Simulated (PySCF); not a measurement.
**BClF2: molecular dynamics (part 2 of 3)**

Continued. System: BClF2, SMILES FB(F)Cl. Method: APF/cc-pwCVDZ, RKS (PySCF 2.14.0). The geometry comes from this level: PBE0-D4/def2-TZVP.

Geometry of the input (Å):
```
F  -0.1737  -1.2543  -0.5463
B  -0.0671  -0.0413  -0.0620
F  -1.0116  0.8301  -0.3177
Cl 1.3079  0.4053  0.9057
```

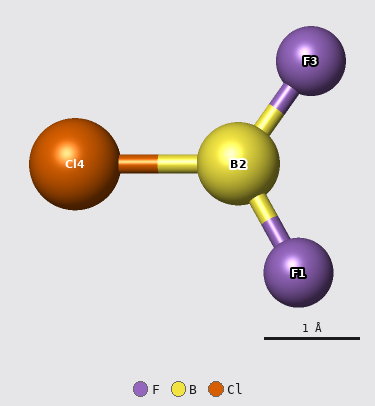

**Figure 1.** The geometry at step 12 of the log (ball-and-stick view, seen at a tilt; atoms are numbered from 1 in the order of the input).

The program's output, continued
```
--------------- RKS_Scanner gradients ---------------
         x                y                z
0 F    -0.0040271114    -0.0156013841    -0.0070283099
1 B     0.0133755954     0.0176380768     0.0109697568
2 F    -0.0116840307     0.0007933604    -0.0051390791
3 Cl     0.0026302047    -0.0030207639     0.0012805333
----------------------------------------------
----------- NVTBerendson final geometry -----------
         x                y                z
0 F    -0.2930768244    -2.3864738834    -1.0805131907
1 B    -0.0945296849    -0.0470554707    -0.0947812148
2 F    -2.0090899985     1.5181810855    -0.5766590597
3 Cl     2.5127362868     0.7258234000     1.7383907039
----------------------------------------------
------------ NVTBerendson final velocity -----------
         x                y                z
0 F     0.0001298397    -0.0000135603    -0.0001421641
1 B     0.0000557066    -0.0000008608     0.0000227461
2 F    -0.0003047156    -0.0001579836     0.0000918686
3 Cl     0.0001353321    -0.0001284079     0.0000891102
----------------------------------------------
Ekin =   0.0042298990220
Epot = -684.6421582145009
Etot = -684.6379283154789

BOMD Time 310.50
converged SCF energy = -684.642050415567
--------------- RKS_Scanner gradients ---------------
         x                y                z
0 F    -0.0041150105    -0.0160334563    -0.0072125310
1 B     0.0141838709     0.0174217093     0.0111738952
2 F    -0.0129503304     0.0014706427    -0.0054991720
3 Cl     0.0031816287    -0.0030430833     0.0016339537
----------------------------------------------
----------- NVTBerendson final geometry -----------
         x                y                z
0 F    -0.2903698873    -2.3866574751    -1.0834063120
1 B    -0.0935217770    -0.0472615484    -0.0944284706
2 F    -2.0153120519     1.5149128012    -0.5747295912
3 Cl     2.5155229237     0.7231811048     1.7402270977
----------------------------------------------
------------ NVTBerendson final velocity -----------
         x                y                z
0 F     0.0001319997    -0.0000040775    -0.0001376088
1 B     0.0000413762    -0.0000189403     0.0000112781
2 F    -0.0002967120    -0.0001583276     0.0000948545
3 Cl     0.0001341035    -0.0001271530     0.0000884494
----------------------------------------------
Ekin =   0.0041041199398
Epot = -684.6420504155672
Etot = -684.6379462956273

BOMD Time 331.20
converged SCF energy = -684.641954792171
--------------- RKS_Scanner gradients ---------------
         x                y                z
0 F    -0.0041642809    -0.0162501145    -0.0072995449
1 B     0.0148098984     0.0170021627     0.0112041191
2 F    -0.0141317709     0.0021080772    -0.0058254105
3 Cl     0.0037914353    -0.0030382282     0.0020286108
----------------------------------------------
----------- NVTBerendson final geometry -----------
         x                y                z
0 F    -0.2876162286    -2.3866425606    -1.0862058248
1 B    -0.0928180247    -0.0478389977    -0.0943146599
2 F    -2.0213644522     1.5116313492    -0.5727350957
3 Cl     2.5182839148     0.7205633033     1.7420496991
----------------------------------------------
------------ NVTBerendson final velocity -----------
         x                y                z
0 F     0.0001342715     0.0000055770    -0.0001330606
1 B     0.0000263598    -0.0000366646    -0.0000002802
2 F    -0.0002881631    -0.0001591543     0.0000980934
3 Cl     0.0001327656    -0.0001259705     0.0000877190
----------------------------------------------
Ekin =   0.0039957004747
Epot = -684.6419547921714
Etot = -684.6379590916968

BOMD Time 351.90
converged SCF energy = -684.641872715605
--------------- RKS_Scanner gradients ---------------
         x                y                z
0 F    -0.0041752536    -0.0162512832    -0.0072885539
1 B     0.0152483216     0.0163841992     0.0110593950
2 F    -0.0152211372     0.0027012996    -0.0061164338
3 Cl     0.0044581948    -0.0030067114     0.0024634297
----------------------------------------------
----------- NVTBerendson final geometry -----------
         x                y                z
0 F    -0.2848138633    -2.3864267058    -1.0889122313
1 B    -0.0924310333    -0.0487786930    -0.0944400637
2 F    -2.0272359595     1.5083271535    -0.5706705820
3 Cl     2.5210166346     0.7179685675     1.7438568239
----------------------------------------------
------------ NVTBerendson final velocity -----------
         x                y                z
0 F     0.0001366278     0.0000152846    -0.0001285660
1 B     0.0000108313    -0.0000538457    -0.0000117618
2 F    -0.0002790988    -0.0001604303     0.0001015629
3 Cl     0.0001312916    -0.0001248614     0.0000869007
----------------------------------------------
Ekin =   0.0039052874902
Epot = -684.6418727156049
Etot = -684.6379674281147

BOMD Time 372.60
converged SCF energy = -684.641804753635
--------------- RKS_Scanner gradients ---------------
         x                y                z
0 F    -0.0041486946    -0.0160406553    -0.0071803633
1 B     0.0154943283     0.0155780714     0.0107411421
2 F    -0.0162105604     0.0032449783    -0.0063709630
3 Cl     0.0051796868    -0.0029497617     0.0029365811
----------------------------------------------
----------- NVTBerendson final geometry -----------
         x                y                z
0 F    -0.2819614153    -2.3860099555    -1.0915269757
1 B    -0.0923697356    -0.0500675882    -0.0948014623
2 F    -2.0329159208     1.5049913864    -0.5685315635
3 Cl     2.5237178718     0.7153954834     1.7456463869
----------------------------------------------
------------ NVTBerendson final velocity -----------
         x                y                z
0 F     0.0001390393     0.0000249267    -0.0001241703
1 B    -0.0000050296    -0.0000702995    -0.0000229984
2 F    -0.0002695496    -0.0001621180     0.0001052382
3 Cl     0.0001296535    -0.0001238246     0.0000859755
----------------------------------------------
Ekin =   0.0038326960756
Epot = -684.6418047536350
Etot = -684.6379720575594

BOMD Time 393.30
converged SCF energy = -684.641750676991
--------------- RKS_Scanner gradients ---------------
         x                y                z
0 F    -0.0040858274    -0.0156258589    -0.0069774878
1 B     0.0155436974     0.0145997916     0.0102534164
2 F    -0.0170914656     0.0037327261    -0.0065878151
3 Cl     0.0059528148    -0.0028693454     0.0034454128
----------------------------------------------
----------- NVTBerendson final geometry -----------
         x                y                z
0 F    -0.2790581424    -2.3853948300    -1.0940524284
1 B    -0.0926392409    -0.0516888370    -0.0953921127
2 F    -2.0383943339     1.5016160597    -0.5663141018
3 Cl     2.5263838195     0.7128426778     1.7474158976
----------------------------------------------
------------ NVTBerendson final velocity -----------
         x                y                z
0 F     0.0001414758     0.0000343861    -0.0001199173
1 B    -0.0000210359    -0.0000858507    -0.0000338218
2 F    -0.0002595497    -0.0001641748     0.0001090926
3 Cl     0.0001278232    -0.0001228581     0.0000849242
----------------------------------------------
Ekin =   0.0037769569577
Epot = -684.6417506769906
Etot = -684.6379737200328

BOMD Time 414.00
converged SCF energy = -684.641709502114
--------------- RKS_Scanner gradients ---------------
         x                y                z
0 F    -0.0039880196    -0.0150086411    -0.0066802870
1 B     0.0153992226     0.0134542466     0.0095999939
2 F    -0.0178606764     0.0041627214    -0.0067670434
3 Cl     0.0067729711    -0.0027667255     0.0039866384
----------------------------------------------
----------- NVTBerendson final geometry -----------
         x                y                z
0 F    -0.2761039444    -2.3845862804    -1.0964918666
1 B    -0.0932406770    -0.0536220338    -0.0962017742
2 F    -2.0436619636     1.4981941168    -0.5640148439
3 Cl     2.5290100890     0.7103088364     1.7491624719
----------------------------------------------
------------ NVTBerendson final velocity -----------
         x                y                z
0 F     0.0001439067     0.0000435458    -0.0001158508
1 B    -0.0000369967    -0.0001003299    -0.0000440651
2 F    -0.0002491371    -0.0001665553     0.0001130976
3 Cl     0.0001257732    -0.0001219586     0.0000837283
----------------------------------------------
Ekin =   0.0037363856552
Epot = -684.6417095021141
Etot = -684.6379731164589

BOMD Time 434.70
converged SCF energy = -684.641679566077
--------------- RKS_Scanner gradients ---------------
         x                y                z
0 F    -0.0038573314    -0.0141972589    -0.0062919357
1 B     0.0150639454     0.0121560875     0.0087885877
2 F    -0.0185134942     0.0045310373    -0.0069087005
3 Cl     0.0076344273    -0.0026442950     0.0045558550
----------------------------------------------
----------- NVTBerendson final geometry -----------
         x                y                z
0 F    -0.2730993513    -2.3835917154    -1.0988494992
1 B    -0.0941711743    -0.0558432276    -0.0972167285
2 F    -2.0487104311     1.4947194518    -0.5616310324
3 Cl     2.5315917504     0.7077927011     1.7508828603
----------------------------------------------
------------ NVTBerendson final velocity -----------
         x                y                z
0 F     0.0001463022     0.0000522896    -0.0001120149
1 B    -0.0000527205    -0.0001135733    -0.0000535641
2 F    -0.0002383544    -0.0001692123     0.0001172247
3 Cl     0.0001234784    -0.0001211231     0.0000823708
----------------------------------------------
Ekin =   0.0037086825738
Epot = -684.6416795660773
Etot = -684.6379708835035

BOMD Time 455.40
converged SCF energy = -684.641658637719
--------------- RKS_Scanner gradients ---------------
         x                y                z
0 F    -0.0036961849    -0.0132008178    -0.0058161331
1 B     0.0145436159     0.0107201494     0.0078285477
2 F    -0.0190466653     0.0048345924    -0.0070133092
3 Cl     0.0085305156    -0.0025046165     0.0051480234
----------------------------------------------
----------- NVTBerendson final geometry -----------
         x                y                z
0 F    -0.2700454867    -2.3824209397    -1.1011304675
1 B    -0.0954238609    -0.0583251678    -0.0984198951
2 F    -2.0535323561     1.4911869376    -0.5591605031
3 Cl     2.5341233980     0.7052930607     1.7525734947
----------------------------------------------
------------ NVTBerendson final velocity -----------
         x                y                z
0 F     0.0001486343     0.0000605044    -0.0001084535
1 B    -0.0000680168    -0.0001254292    -0.0000621614
2 F    -0.0002272510    -0.0001720977     0.0001214452
3 Cl     0.0001209167    -0.0001203489     0.0000808373
----------------------------------------------
Ekin =   0.0036910761662
Epot = -684.6416586377193
Etot = -684.6379675615531

BOMD Time 476.10
converged SCF energy = -684.641644057796
--------------- RKS_Scanner gradients ---------------
         x                y                z
0 F    -0.0035071709    -0.0120296537    -0.0052571499
1 B     0.0138445182     0.0091620904     0.0067298485
2 F    -0.0194575670     0.0050706498    -0.0070815948
3 Cl     0.0094548012    -0.0023501821     0.0057582610
----------------------------------------------
----------- NVTBerendson final geometry -----------
         x                y                z
0 F    -0.2669440085    -2.3810860685    -1.1033408478
1 B    -0.0969879312    -0.0610375833    -0.0997909970
2 F    -2.0581215001     1.4875924276    -0.5566016627
3 Cl     2.5365992344     0.7028087326     1.7542305475
----------------------------------------------
------------ NVTBerendson final velocity -----------
         x                y                z
0 F     0.0001508780     0.0000680817    -0.0001052105
1 B    -0.0000826989    -0.0001357597    -0.0000697076
2 F    -0.0002158828    -0.0001751632     0.0001257319
3 Cl     0.0001180705    -0.0001196343     0.0000791159
----------------------------------------------
Ekin =   0.0036804770607
Epot = -684.6416440577957
Etot = -684.6379635807350

BOMD Time 496.80
converged SCF energy = -684.641632901002
--------------- RKS_Scanner gradients ---------------
         x                y                z
0 F    -0.0032938790    -0.0106982334    -0.0046214394
1 B     0.0129790548     0.0075025385     0.0055079327
2 F    -0.0197453156     0.0052367870    -0.0071150831
3 Cl     0.0103974431    -0.0021846350     0.0063792091
----------------------------------------------
----------- NVTBerendson final geometry -----------
         x                y                z
0 F    -0.2637970355    -2.3796014100    -1.1054876488
1 B    -0.0988487495    -0.0639475108    -0.1013067598
2 F    -2.0624729094     1.4839327400    -0.5539534526
3 Cl     2.5390131602     0.7003385359     1.7558499953
----------------------------------------------
------------ NVTBerendson final velocity -----------
         x                y                z
0 F     0.0001530121     0.0000749199    -0.0001023290
1 B    -0.0000965883    -0.0001444455    -0.0000760658
2 F    -0.0002043120    -0.0001783616     0.0001300592
3 Cl     0.0001149266    -0.0001189785     0.0000771984
----------------------------------------------
Ekin =   0.0036736627783
Epot = -684.6416329010025
Etot = -684.6379592382242
time (au)  E_pot  E_kin  E_tot
     0.0   -684.64305527   0.00603458   -684.63702069
    20.7   -684.64312812   0.00601437   -684.63711375
    41.4   -684.64317401   0.00596805   -684.63720596
    62.1   -684.64319170   0.00589548   -684.63729622
    82.8   -684.64318123   0.00579780   -684.63738343
   103.5   -684.64314383   0.00567729   -684.63746654
   124.2   -684.64308178   0.00553717   -684.63754461
   144.9   -684.64299821   0.00538139   -684.63761682
   165.6   -684.64289690   0.00521436   -684.63768254
   186.3   -684.64278208   0.00504077   -684.63774131
   207.0   -684.64265820   0.00486535   -684.63779286
   227.7   -684.64252976   0.00469263   -684.63783713
   248.4   -684.64240105   0.00452681   -684.63787424
   269.1   -684.64227604   0.00437156   -684.63790449
   289.8   -684.64215821   0.00422990   -684.63792832
   310.5   -684.64205042   0.00410412   -684.63794630
   331.2   -684.64195479   0.00399570   -684.63795909
   351.9   -684.64187272   0.00390529   -684.63796743
   372.6   -684.64180475   0.00383270   -684.63797206
   393.3   -684.64175068   0.00377696   -684.63797372
   414.0   -684.64170950   0.00373639   -684.63797312
   434.7   -684.64167957   0.00370868   -684.63797088
   455.4   -684.64165864   0.00369108   -684.63796756
   476.1   -684.64164406   0.00368048   -684.63796358
   496.8   -684.64163290   0.00367366   -684.63795924
```

Trajectory as extended XYZ (Å, eV, eV/Å), 25 frames, from step=0 to step=24
```
4
Properties=species:S:1:pos:R:3 step=0 time_fs=0.0 energy=-18630.08662
F    -0.1737   -1.2543   -0.5463
B    -0.0671   -0.0413   -0.0620
F    -1.0116    0.8301   -0.3177
Cl    1.3079    0.4053    0.9057
4
Properties=species:S:1:pos:R:3 step=1 time_fs=0.5 energy=-18630.08860
F    -0.1724   -1.2550   -0.5482
B    -0.0658   -0.0394   -0.0610
F    -1.0154    0.8279   -0.3168
Cl    1.3095    0.4037    0.9068
4
Properties=species:S:1:pos:R:3 step=2 time_fs=1.0 energy=-18630.08985
F    -0.1711   -1.2558   -0.5502
B    -0.0644   -0.0376   -0.0599
F    -1.0192    0.8257   -0.3159
Cl    1.3111    0.4021    0.9078
4
Properties=species:S:1:pos:R:3 step=3 time_fs=1.5 energy=-18630.09033
F    -0.1698   -1.2565   -0.5521
B    -0.0630   -0.0358   -0.0588
F    -1.0230    0.8236   -0.3150
Cl    1.3127    0.4005    0.9088
4
Properties=species:S:1:pos:R:3 step=4 time_fs=2.0 energy=-18630.09005
F    -0.1685   -1.2573   -0.5541
B    -0.0616   -0.0341   -0.0577
F    -1.0268    0.8216   -0.3142
Cl    1.3143    0.3989    0.9099
4
Properties=species:S:1:pos:R:3 step=5 time_fs=2.5 energy=-18630.08903
F    -0.1672   -1.2581   -0.5560
B    -0.0601   -0.0325   -0.0566
F    -1.0306    0.8196   -0.3133
Cl    1.3159    0.3974    0.9109
4
Properties=species:S:1:pos:R:3 step=6 time_fs=3.0 energy=-18630.08734
F    -0.1659   -1.2589   -0.5579
B    -0.0587   -0.0310   -0.0556
F    -1.0344    0.8177   -0.3125
Cl    1.3175    0.3958    0.9119
4
Properties=species:S:1:pos:R:3 step=7 time_fs=3.5 energy=-18630.08506
F    -0.1646   -1.2596   -0.5598
B    -0.0573   -0.0296   -0.0546
F    -1.0382    0.8158   -0.3116
Cl    1.3190    0.3943    0.9129
4
Properties=species:S:1:pos:R:3 step=8 time_fs=4.0 energy=-18630.08231
F    -0.1633   -1.2603   -0.5616
B    -0.0560   -0.0284   -0.0537
F    -1.0419    0.8139   -0.3107
Cl    1.3206    0.3928    0.9140
4
Properties=species:S:1:pos:R:3 step=9 time_fs=4.5 energy=-18630.07918
F    -0.1619   -1.2609   -0.5634
B    -0.0547   -0.0273   -0.0529
F    -1.0456    0.8121   -0.3099
Cl    1.3221    0.3913    0.9150
4
Properties=species:S:1:pos:R:3 step=10 time_fs=5.0 energy=-18630.07581
F    -0.1606   -1.2615   -0.5652
B    -0.0536   -0.0265   -0.0521
F    -1.0492    0.8103   -0.3090
Cl    1.3237    0.3898    0.9160
4
Properties=species:S:1:pos:R:3 step=11 time_fs=5.5 energy=-18630.07232
F    -0.1593   -1.2620   -0.5669
B    -0.0525   -0.0258   -0.0514
F    -1.0528    0.8086   -0.3080
Cl    1.3252    0.3884    0.9170
4
Properties=species:S:1:pos:R:3 step=12 time_fs=6.0 energy=-18630.06882
F    -0.1579   -1.2624   -0.5686
B    -0.0515   -0.0253   -0.0509
F    -1.0563    0.8068   -0.3071
Cl    1.3267    0.3869    0.9180
4
Properties=species:S:1:pos:R:3 step=13 time_fs=6.5 energy=-18630.06541
F    -0.1565   -1.2627   -0.5702
B    -0.0507   -0.0250   -0.0505
F    -1.0598    0.8051   -0.3061
Cl    1.3282    0.3855    0.9189
4
Properties=species:S:1:pos:R:3 step=14 time_fs=7.0 energy=-18630.06221
F    -0.1551   -1.2629   -0.5718
B    -0.0500   -0.0249   -0.0502
F    -1.0632    0.8034   -0.3052
Cl    1.3297    0.3841    0.9199
4
Properties=species:S:1:pos:R:3 step=15 time_fs=7.5 energy=-18630.05927
F    -0.1537   -1.2630   -0.5733
B    -0.0495   -0.0250   -0.0500
F    -1.0665    0.8017   -0.3041
Cl    1.3312    0.3827    0.9209
4
Properties=species:S:1:pos:R:3 step=16 time_fs=8.0 energy=-18630.05667
F    -0.1522   -1.2630   -0.5748
B    -0.0491   -0.0253   -0.0499
F    -1.0697    0.7999   -0.3031
Cl    1.3326    0.3813    0.9219
4
Properties=species:S:1:pos:R:3 step=17 time_fs=8.5 energy=-18630.05444
F    -0.1507   -1.2628   -0.5762
B    -0.0489   -0.0258   -0.0500
F    -1.0728    0.7982   -0.3020
Cl    1.3341    0.3799    0.9228
4
Properties=species:S:1:pos:R:3 step=18 time_fs=9.0 energy=-18630.05259
F    -0.1492   -1.2626   -0.5776
B    -0.0489   -0.0265   -0.0502
F    -1.0758    0.7964   -0.3009
Cl    1.3355    0.3786    0.9238
4
Properties=species:S:1:pos:R:3 step=19 time_fs=9.5 energy=-18630.05112
F    -0.1477   -1.2623   -0.5789
B    -0.0490   -0.0274   -0.0505
F    -1.0787    0.7946   -0.2997
Cl    1.3369    0.3772    0.9247
4
Properties=species:S:1:pos:R:3 step=20 time_fs=10.0 energy=-18630.05000
F    -0.1461   -1.2619   -0.5802
B    -0.0493   -0.0284   -0.0509
F    -1.0815    0.7928   -0.2985
Cl    1.3383    0.3759    0.9256
4
Properties=species:S:1:pos:R:3 step=21 time_fs=10.5 energy=-18630.04918
F    -0.1445   -1.2613   -0.5815
B    -0.0498   -0.0296   -0.0514
F    -1.0841    0.7910   -0.2972
Cl    1.3397    0.3745    0.9265
4
Properties=species:S:1:pos:R:3 step=22 time_fs=11.0 energy=-18630.04861
F    -0.1429   -1.2607   -0.5827
B    -0.0505   -0.0309   -0.0521
F    -1.0867    0.7891   -0.2959
Cl    1.3410    0.3732    0.9274
4
Properties=species:S:1:pos:R:3 step=23 time_fs=11.5 energy=-18630.04822
F    -0.1413   -1.2600   -0.5839
B    -0.0513   -0.0323   -0.0528
F    -1.0891    0.7872   -0.2945
Cl    1.3423    0.3719    0.9283
4
Properties=species:S:1:pos:R:3 step=24 time_fs=12.0 energy=-18630.04791
F    -0.1396   -1.2592   -0.5850
B    -0.0523   -0.0338   -0.0536
F    -1.0914    0.7853   -0.2931
Cl    1.3436    0.3706    0.9292
```
